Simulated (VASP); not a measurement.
Band structure of ScC (relaxed from the zinc blende structure, space group F-43m). Method: PBEsol GGA, VASP's PBE PAW potentials (set 64) (plane waves; VASP).

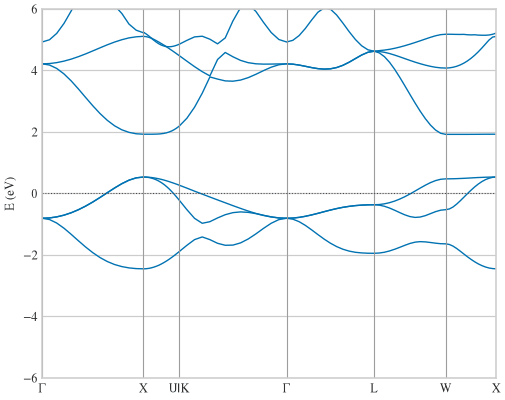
*Bands along high-symmetry lines, zero at the valence-band maximum or, without a gap, the Fermi level*

Problem. Read the plot: is there a gap, and where are the band edges?

Solution. It has no gap at this level: it comes out as a metal or semimetal. (Edges off the drawn lines would not show.)

The structure was generated: ScC was put into the zinc blende type (F-43m), which need not be its known phase. It was relaxed first, which changed the volume by -31 %. The electron count is odd and the run is not spin-polarised, which forces a metal.
